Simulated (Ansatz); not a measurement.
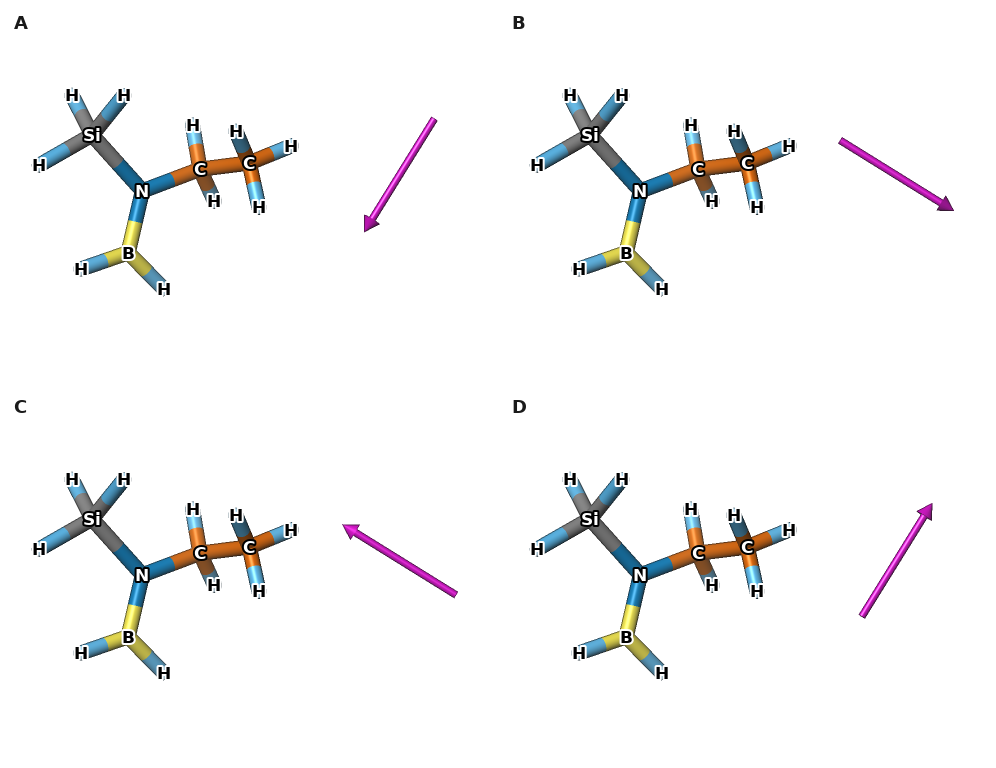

The same molecule four times, each with an arrow. Computed geometry: PBE-D4/def2-SVP optimisation. No frequency run is at hand to confirm it as a minimum. Level of theory: RKS PBE-D4/def2-SVP (Ansatz 0.2.0).

**Which arrow points along the dipole moment, from the negative to the positive end?**

D. The dipole moment is 1.75 D.
